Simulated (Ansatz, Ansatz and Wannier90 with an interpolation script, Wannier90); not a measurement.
# G0W0 band structure of BaHCl (P4/nmm), part 2 of 3

Wanted: quasiparticle gap and band widths of BaHCl (P4/nmm) over the whole zone.

Ansatz 0.2.0; LDA, Wannier functions and G0W0, plane waves, PAW. Known limits of the many-body steps: not at the basis limit; no spin-orbit coupling; coarse k mesh.

So far. Step 2 (LDA bands): The gap is direct, at (0.000, 0.000, 0.500).

### 4. Wannier functions by Wannier90 (Ba:6s Cl:3p H:1s) on 8×8×4

Localised functions give a small Hamiltonian that interpolates between mesh points at no cost.

This step: maximally localised Wannier functions from the overlaps of LDA states (plane waves, PAW).

File w.win:

```
num_iter = 1200
conv_tol = 1.0e-8
conv_window = 5
dis_num_iter = 4000
dis_conv_tol = 1.0e-8
dis_mix_ratio = 0.7
write_hr = true
use_ws_distance = false
num_print_cycles = 50
! ansatz wannier90 interface
! projections by site (counted from 0) and shell: 0 6S, 1 6S, 4 3P, 5 3P, 2 1S, 3 1S
! states of the run's bands (counted from 1): 1-52
num_bands = 52
num_wann  = 10
dis_win_min = 1.33
dis_win_max = 17.41
dis_froz_min = 1.33
dis_froz_max = 8.34
guiding_centres = true

begin unit_cell_cart
Ang
                    4.408                      0.0                      0.0
                      0.0                    4.408                      0.0
                      0.0                      0.0                    7.202
end unit_cell_cart

begin atoms_frac
Ba                       0.0                      0.5                    0.215
Ba                       0.5                      0.0                    0.785
H                        0.0                      0.0                      0.0
H                        0.5                      0.5                      0.0
Cl                       0.0                      0.5                     0.65
Cl                       0.5                      0.0                     0.35
end atoms_frac

mp_grid = 8 8 4

[... the mesh's points ...]
```

On the command line:

```
> OMP_NUM_THREADS=1 mpirun -n 4 wannier90.x w > wannier90.x.log
```

Numbers of over 12 decimals in the logs are rounded to 6 here.

The log of the run:

```text
TEM
                                    ------

                              Lattice Vectors (Ang)
                    a_1     4.408000   0.000000   0.000000
                    a_2     0.000000   4.408000   0.000000
                    a_3     0.000000   0.000000   7.202000

                   Unit Cell Volume:     139.93820  (Ang^3)

                        Reciprocal-Space Vectors (Ang^-1)
                    b_1     1.425405   0.000000   0.000000
                    b_2     0.000000   1.425405   0.000000
                    b_3     0.000000   0.000000   0.872422

 *----------------------------------------------------------------------------*
 |   Site       Fractional Coordinate          Cartesian Coordinate (Ang)     |
 +----------------------------------------------------------------------------+
 | ba   1   0.00000   0.50000   0.21500   |    0.00000   2.20400   1.54843    |
 | ba   2   0.50000   0.00000   0.78500   |    2.20400   0.00000   5.65357    |
 | h    1   0.00000   0.00000   0.00000   |    0.00000   0.00000   0.00000    |
 | h    2   0.50000   0.50000   0.00000   |    2.20400   2.20400   0.00000    |
 | cl   1   0.00000   0.50000   0.65000   |    0.00000   2.20400   4.68130    |
 | cl   2   0.50000   0.00000   0.35000   |    2.20400   0.00000   2.52070    |
 *----------------------------------------------------------------------------*
                                ------------
                                K-POINT GRID
                                ------------

             Grid size =  8 x  8 x  4      Total points =  256

 *---------------------------------- MAIN ------------------------------------*
 |  Number of Wannier Functions               :                10             |
 |  Number of Objective Wannier Functions     :                10             |
 |  Number of input Bloch states              :                52             |
 |  Output verbosity (1=low, 5=high)          :                 1             |
 |  Timing Level (1=low, 5=high)              :                 1             |
 |  Optimisation (0=memory, 3=speed)          :                 3             |
 |  Length Unit                               :               Ang             |
 |  Post-processing setup (write *.nnkp)      :                 F             |
 |  Using Gamma-only branch of algorithms     :                 F             |
 *----------------------------------------------------------------------------*
 *------------------------------- WANNIERISE ---------------------------------*
 |  Total number of iterations                :              1200             |
 |  Number of CG steps before reset           :                 5             |
 |  Trial step length for line search         :             2.000             |
 |  Convergence tolerence                     :         0.100E-07             |
 |  Convergence window                        :                 5             |
 |  Iterations between writing output         :                50             |
 |  Iterations between backing up to disk     :               100             |
 |  Write r^2_nm to file                      :                 F             |
 |  Write xyz WF centres to file              :                 F             |
 |  Write on-site energies <0n|H|0n> to file  :                 F             |
 |  Use guiding centre to control phases      :                 T             |
 |  Use phases for initial projections        :                 F             |
 |  Iterations before starting guiding centres:                 0             |
 |  Iterations between using guiding centres  :                 1             |
 *----------------------------------------------------------------------------*
 *------------------------------- DISENTANGLE --------------------------------*
 |  Using band disentanglement                :                 T             |
 |  Total number of iterations                :              4000             |
 |  Mixing ratio                              :             0.700             |
 |  Convergence tolerence                     :         1.000E-08             |
 |  Convergence window                        :                 3             |
 *----------------------------------------------------------------------------*
 *-------------------------------- PLOTTING ----------------------------------*
 |  Plotting Hamiltonian in WF basis          :                 T             |
 *----------------------------------------------------------------------------*

 *---------------------------------- K-MESH ----------------------------------*
 +----------------------------------------------------------------------------+
 |                    Distance to Nearest-Neighbour Shells                    |
 |                    ------------------------------------                    |
 |          Shell             Distance (Ang^-1)          Multiplicity         |
 |          -----             -----------------          ------------         |
 |             1                   0.178176                      4            |
 |             2                   0.218106                      2            |
 |             3                   0.251978                      4            |
 |             4                   0.281632                      8            |
[...]
Sum of centres and spreads ( 19.107634, 11.018232, 28.833475 )    20.46747861

    600    -0.180E-07     0.0001387993       20.4674786051     100.54  <-- CONV
        O_D=      0.0041928 O_OD=      0.1945952 O_TOT=     20.4674786 <-- SPRD
 Delta: O_D= -0.5583151E-08 O_OD= -0.1240245E-07 O_TOT= -0.1798560E-07 <-- DLTA
 ------------------------------------------------------------------------------
 Cycle:    650
[...]
Sum of centres and spreads ( 19.107634, 11.018232, 28.833475 )    20.46747794

    650    -0.115E-07     0.0001319980       20.4674779355     101.05  <-- CONV
        O_D=      0.0041927 O_OD=      0.1945947 O_TOT=     20.4674779 <-- SPRD
 Delta: O_D=  0.4623915E-08 O_OD= -0.1612387E-07 O_TOT= -0.1149996E-07 <-- DLTA
 ------------------------------------------------------------------------------
 Cycle:    700
[...]
Sum of centres and spreads ( 19.107633, 11.018232, 28.833475 )    20.46747731

    700    -0.124E-07     0.0001247917       20.4674773081     101.55  <-- CONV
        O_D=      0.0041926 O_OD=      0.1945942 O_TOT=     20.4674773 <-- SPRD
 Delta: O_D=  0.9890446E-08 O_OD= -0.2229048E-07 O_TOT= -0.1240003E-07 <-- DLTA
 ------------------------------------------------------------------------------
 Cycle:    750
[...]
Sum of centres and spreads ( 19.107633, 11.018232, 28.833475 )    20.46747671

    750    -0.881E-08     0.0001214691       20.4674767106     102.06  <-- CONV
        O_D=      0.0041925 O_OD=      0.1945937 O_TOT=     20.4674767 <-- SPRD
 Delta: O_D=  0.2938925E-08 O_OD= -0.1174472E-07 O_TOT= -0.8805795E-08 <-- DLTA
 ------------------------------------------------------------------------------
 Cycle:    800
[...]
Sum of centres and spreads ( 19.107632, 11.018232, 28.833475 )    20.46747614

    800    -0.111E-07     0.0001166560       20.4674761414     102.57  <-- CONV
        O_D=      0.0041923 O_OD=      0.1945932 O_TOT=     20.4674761 <-- SPRD
 Delta: O_D= -0.1211036E-07 O_OD=  0.9962216E-09 O_TOT= -0.1111414E-07 <-- DLTA
 ------------------------------------------------------------------------------
 Cycle:    850
[...]
Sum of centres and spreads ( 19.107632, 11.018232, 28.833475 )    20.46747559

    850    -0.907E-08     0.0001136117       20.4674755932     103.04  <-- CONV
        O_D=      0.0041922 O_OD=      0.1945928 O_TOT=     20.4674756 <-- SPRD
 Delta: O_D= -0.8118627E-08 O_OD= -0.9519453E-09 O_TOT= -0.9070572E-08 <-- DLTA
 ------------------------------------------------------------------------------
 Cycle:    900
[...]
Sum of centres and spreads ( 19.107631, 11.018232, 28.833475 )    20.46747507

    900    -0.137E-07     0.0001164093       20.4674750719     103.52  <-- CONV
        O_D=      0.0041921 O_OD=      0.1945924 O_TOT=     20.4674751 <-- SPRD
 Delta: O_D= -0.3664993E-08 O_OD= -0.1002295E-07 O_TOT= -0.1368794E-07 <-- DLTA
 ------------------------------------------------------------------------------
 Cycle:    950
[...]
Sum of centres and spreads ( 19.107631, 11.018232, 28.833475 )    20.46747456

    950    -0.758E-08     0.0001097562       20.4674745590     103.98  <-- CONV
        O_D=      0.0041920 O_OD=      0.1945920 O_TOT=     20.4674746 <-- SPRD
 Delta: O_D=  0.2511278E-08 O_OD= -0.1009440E-07 O_TOT= -0.7583118E-08 <-- DLTA
 ------------------------------------------------------------------------------
 Cycle:   1000
[...]
Sum of centres and spreads ( 19.107631, 11.018232, 28.833475 )    20.46747408

   1000    -0.101E-07     0.0001059796       20.4674740841     104.47  <-- CONV
        O_D=      0.0041919 O_OD=      0.1945916 O_TOT=     20.4674741 <-- SPRD
 Delta: O_D=  0.9298455E-08 O_OD= -0.1943648E-07 O_TOT= -0.1013803E-07 <-- DLTA
 ------------------------------------------------------------------------------
 Cycle:   1050
[...]
Sum of centres and spreads ( 19.107630, 11.018232, 28.833475 )    20.46747361

   1050    -0.922E-08     0.0001306828       20.4674736069     104.98  <-- CONV
        O_D=      0.0041918 O_OD=      0.1945912 O_TOT=     20.4674736 <-- SPRD
 Delta: O_D=  0.2520586E-08 O_OD= -0.1173900E-07 O_TOT= -0.9218414E-08 <-- DLTA
 ------------------------------------------------------------------------------

             <<<     Delta < 1.000E-08  over  5 iterations     >>>
             <<< Wannierisation convergence criteria satisfied >>>

 Final State
[...]
WF centre and spread    6  (  2.204746, -0.000001,  2.577434 )     1.74346034
  WF centre and spread    7  (  2.195159,  0.000004,  2.495154 )     1.74497931
  WF centre and spread    8  (  2.206685, -0.000013,  2.496144 )     1.73791217
  WF centre and spread    9  (  0.015520,  0.000032,  0.004225 )     2.21085166
  WF centre and spread   10  (  2.218769,  2.204040,  0.000375 )     2.21183665
  Sum of centres and spreads ( 19.107630, 11.018232, 28.833475 )    20.46747346

         Spreads (Ang^2)       Omega I      =    20.268690593
        ================       Omega D      =     0.004191756
                               Omega OD     =     0.194591110
    Final Spread (Ang^2)       Omega Total  =    20.467473458
 ------------------------------------------------------------------------------

 Writing checkpoint file w.chk... done

 *---------------------------------------------------------------------------*
 |                               PLOTTING                                    |
 *---------------------------------------------------------------------------*

 *===========================================================================*
 |                             TIMING INFORMATION                            |
 *===========================================================================*
 |    Tag                                                Ncalls      Time (s)|
 |---------------------------------------------------------------------------|
 |kmesh: get                                        :         1         0.072|
 |overlap: read                                     :         1         3.195|
 |dis: main                                         :         1        95.056|
 |wann: main                                        :         1        10.237|
 |plot: main                                        :         1         0.079|
 *---------------------------------------------------------------------------*
 All done: wannier90 exiting
```

Run time: 1.8 min. Hardware: 4 MPI ranks of Arm Neoverse V1, shared host; 7.3 min of CPU time.

Numbers from this step:

| Quantity | Value |
| --- | --- |
| gauge-invariant spread | 20.27 Å² |
| diagonal spread | 0.004192 Å² |
| off-diagonal spread | 0.1946 Å² |
| total spread | 20.47 Å² |
| disentanglement steps | 3310 |
| r.m.s. interpolation error | 0.004375 eV |
| r.m.s. error near the gap | 0.007141 eV |

Near the gap the model misses directly solved bands by 7.1 meV r.m.s. and by 61 meV at most in the window tested. This tests the starting bands, not the corrections carried with them.

Wannier functions, by row:

```
function  x (Å)   y (Å)  z (Å)  spread (Å²)  nearest atom  distance (Å)
       1   4.06   2.204  1.872        2.771           Ba1         0.475
       2  6.213  -0.001  5.351        2.823           Ba2         0.501
       3  0.001   2.204  4.625        1.744           Cl5         0.057
       4  -0.01   2.204  4.707        1.745           Cl5         0.027
       5  0.003   2.204  4.705        1.736           Cl5         0.024
       6  2.205       0  2.577        1.743           Cl6         0.057
       7  2.195       0  2.495        1.745           Cl6         0.027
       8  2.207       0  2.496        1.738           Cl6         0.025
       9  0.016       0  0.004        2.211            H3         0.016
      10  2.219   2.204      0        2.212            H4         0.015
```

Frozen up to 3.49 eV; above it the model need not follow the bands. The electronic bands at the labelled points (eV, zero at the valence-band top):

```
    point  band 15  band 16  band 17  band 18  band 19  band 20
        Γ    -1.90    -1.90    -0.93    -0.31     4.30     5.60
        X    -2.20    -2.20    -0.30    -0.30     7.65     7.72
        M    -1.98    -1.98    -0.29    -0.29     8.77     8.84
        Γ    -1.90    -1.90    -0.93    -0.31     4.30     5.60
        Z    -1.88    -1.88    -0.27     0.00     2.99     6.65
        R    -2.28    -2.28    -0.09    -0.09     7.64     7.70
        A    -1.96    -1.96    -0.28    -0.28     8.76     8.83
        Z    -1.88    -1.88    -0.27     0.00     2.99     6.65
jump to X    -2.20    -2.20    -0.30    -0.30     7.65     7.72
        R    -2.28    -2.28    -0.09    -0.09     7.64     7.70
jump to M    -1.98    -1.98    -0.29    -0.29     8.77     8.84
        A    -1.96    -1.96    -0.28    -0.28     8.76     8.83
```

The same for Kohn-Sham, solved directly:

```
point  band 15  band 16  band 17  band 18  band 19  band 20
    Γ    -1.90    -1.90    -0.93    -0.31     3.61     4.19
    X    -2.20    -2.20    -0.30    -0.30     4.62     4.62
    M    -1.98    -1.98    -0.29    -0.29     4.04     4.04
    Γ    -1.90    -1.90    -0.93    -0.31     3.61     4.19
    Z    -1.88    -1.88    -0.27     0.00     2.99     3.91
    R    -2.28    -2.28    -0.09    -0.09     4.70     4.70
    A    -1.96    -1.96    -0.28    -0.28     5.04     5.04
    Z    -1.88    -1.88    -0.27     0.00     2.99     3.91
    X    -2.20    -2.20    -0.30    -0.30     4.62     4.62
    R    -2.28    -2.28    -0.09    -0.09     4.70     4.70
    M    -1.98    -1.98    -0.29    -0.29     4.04     4.04
    A    -1.96    -1.96    -0.28    -0.28     5.04     5.04
```

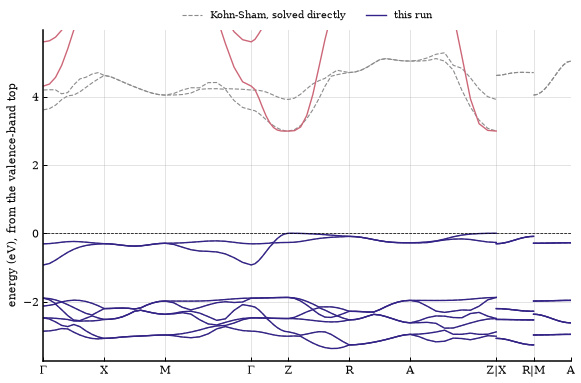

Electronic bands along the path; lines of filled and empty bands in two colours; dashed: Kohn-Sham, solved directly.

### 5. G0W0 at every point of the mesh: 4×4×2 mesh, 526 empty bands, screening to 140 eV

G0W0 replaces the xc potential by the self-energy, built once from these orbitals. Only a window of levels is corrected, while the sums run over the empty bands that the input names.

This step: G0W0 on LDA, plane waves, PAW.

File input.yaml:

```yaml
crystal:
  lattice:
    - [4.408, 0.0, 0.0]
    - [0.0, 4.408, 0.0]
    - [0.0, 0.0, 7.202]
  atoms:
    - { symbol: Ba, position: [0.0, 0.5, 0.215] }
    - { symbol: Ba, position: [0.5, 0.0, 0.785] }
    - { symbol: H, position: [0.0, 0.0, 0.0] }
    - { symbol: H, position: [0.5, 0.5, 0.0] }
    - { symbol: Cl, position: [0.0, 0.5, 0.65] }
    - { symbol: Cl, position: [0.5, 0.0, 0.35] }
kpoints:
  mp_grid: { grid: [4, 4, 2] }
hamiltonian:
  xc: lda
scf:
  occupations: { method: fixed }
gw:
  n_empty_bands: 526
  ecut_chi: 140.0
  qp_bands: [v8, c1]
  screening: { model: contour_deformation }
```

On the command line:

```
> ansatz run input.yaml --threads 4 --pin off --max-ram 18432MiB --backend cpu --events-out ev --progress --plain --runs-dir out
```

The log of the run:

```text
[...]
Crystal: 6 atoms, lattice volume = 139.938 Å³
Basis set: ecut = 420 eV, 2713 PW (Γ)
Bands: 24, of which v1, the nominal top of the filled ones, is band 18 counted from 1 (17 counted from 0)
Symmetry: 16 space group operations
[...]
k-points: 12 of 32
[...]
SCF iter   1: F=—  HF=-13688.365004 eV  |F-HF|=—  |Δ(HF+E_count)|=         —  Δρ=7.91e-3  dr2=8.45e-2  ethr=1.77e-3  ⟨swp⟩=5.8  Hψ=1354  notcnv=0  defer=33
[...]
SCF iter   6: F=-13688.334846 eV  HF=-13688.334846 eV  |F-HF|=7.76e-9  |Δ(HF+E_count)|=   4.68e-7  Δρ=5.43e-6  dr2=5.74e-8  ethr=2.78e-10  ⟨swp⟩=11.4  Hψ=1594  notcnv=0
SCF 1 converged in 6 iterations: F = -13688.334846 eV  dr2 = 5.74e-8
[...]
G₀W₀ screening: q 1/12
[... further progress lines ...]
SCF converged after 6 iterations
Free energy (F): -13688.334846 eV
[...]
Internal energy: -13688.334846 eV  (E = F + TS)
E sigma→0 (E₀):  -13688.334846 eV
Fermi energy:    4.852919 eV
[...]
--- Band table (eV; the first three rows and the last of 12) ---
  k-point 0: bands = [... 14 lower, 2.9559, 2.9559, 3.9269, 4.5441, 8.4635, 9.0429, 9.4828, 9.6358, ... 2 higher]
  k-point 1: bands = [... 14 lower, 2.9756, 2.9756, 4.5839, 4.8529, 7.8423, 8.7668, 9.9290, 9.9290, ... 2 higher]
  k-point 2: bands = [... 14 lower, 2.6788, 2.8953, 4.3852, 4.6128, 8.8964, 9.1949, 9.2879, 9.3614, ... 2 higher]
  k-point 11: bands = [... 14 lower, 2.8893, 2.8893, 4.5752, 4.5752, 9.8893, 9.8893, 10.5933, 10.5933, ... 2 higher]
--- G₀W₀: contour deformation, 6 samples at zero and on the imaginary axis and 2 off it, 32 q-points, 526 empty bands' worth ---
  eigenvalues of the whole cell's RPA ε∞ on this k-mesh (on a slab, of 1 + 4πα/V) = 3.5554, 3.5554, 3.6287; static W/v taken at q = 0 is 0.278947
  bands read: the sum over 544 bands ends inside a degenerate multiplet in 1 slot, whose members it reads at an even weight; the widest, k=1: bands 544 to 545 (counted from 1) at 1/2 each
    ik  band        ε_KS         Σx   Σc(E_QP)       V_xc       Z   E_QP_lin       E_QP  E_QP is
     0    11      1.9889   -19.6681     3.0867   -15.2509  0.7546     0.6226     0.6583  root
     0    12      2.3783   -20.2192     2.9217   -15.9659  0.7639     1.0162     1.0467  root
     0    13      2.3783   -20.2192     2.9217   -15.9659  0.7639     1.0162     1.0467  root
     0    14      2.7230   -20.2767     2.8714   -16.1230  0.7633     1.4127     1.4407  root
     0    15      2.9559   -20.7632     2.8116   -16.6548  0.7674     1.6327     1.6591  root
     0    16      2.9559   -20.7632     2.8116   -16.6548  0.7674     1.6327     1.6591  root
     0    17      3.9269   -15.1394     2.2644   -11.6720  0.7618     2.6967     2.7238  root
     0    18      4.5441   -13.5111     1.8138   -10.5237  0.7701     3.3492     3.3705  root
     0    19      8.4635    -5.3405    -3.9417   -10.2086  0.8208     9.3995     9.3899  root
     1    11      1.8415   -19.2705     3.0453   -14.9029  0.7559     0.4831     0.5191  root
     1    12      1.9683   -18.3611     3.1609   -13.9205  0.7398     0.6495     0.6885  root
     1    13      2.3591   -20.1926     2.9264   -15.9345  0.7637     0.9967     1.0274  root
     1    14      2.3591   -20.1926     2.9264   -15.9345  0.7637     0.9967     1.0274  root
     1    15      2.9756   -20.8129     2.8096   -16.7063  0.7676     1.6523     1.6786  root
[...]
11    15      2.8893   -20.7349     2.8048   -16.6324  0.7681     1.5650     1.5916  root
    11    16      2.8893   -20.7349     2.8048   -16.6324  0.7681     1.5650     1.5916  root
    11    17      4.5752   -14.6653     2.1281   -11.2652  0.7672     3.2761     3.3031  root
    11    18      4.5752   -14.6653     2.1281   -11.2652  0.7672     3.2761     3.3031  root
    11    19      9.8893    -6.9283    -4.1644   -12.0788  0.8060    10.8888    10.8754  root
```

Elapsed: 7.1 min, on 4 threads; peak memory 2.2 GiB; 28 min of CPU time.

This step gave:

```yaml
bands_summed: 544
rpa_eps_infinity_on_this_mesh_eigenvalues: 3.555, 3.555, 3.629
plane_waves_in_the_screening_matrix: 513
q_points_in_the_mesh: 32
g0w0_gap_on_the_mesh: 5.084 eV
k_of_the_valence_top: 0, 0, -0.5
k_of_the_conduction_bottom: 0, 0, -0.5
starting_gap_on_the_mesh: 2.989 eV
z_at_the_valence_top: 0.7715
z_at_the_conduction_bottom: 0.8267
least_direct_g0w0_gap_on_the_computed_points: 5.084 eV
```

The gap on the mesh goes from 2.99 eV to 5.08 eV, a correction of +2.09 eV. Between the two edge states, bare exchange in place of the xc potential would open the gap by 8.06 eV, and correlation takes back 5.97 eV.

(Part 2 of 3 ends here.)

[Paths, hosts, dates, memory and timing lines, banners, echoed tables and standing remarks are left out of the program output.]

[Logs are printed without paths, hosts, clocks, repeated set-up lines and the standing remarks that a program may print on its own settings, such as how far it seeks lower states.]

[Runs of the session that timed out or met a known fault of the program may be left out.]

[Hosts, paths, dates, database ids (printed as entryN), source tags and the programs' standing remarks are cut or masked in the printed files.]
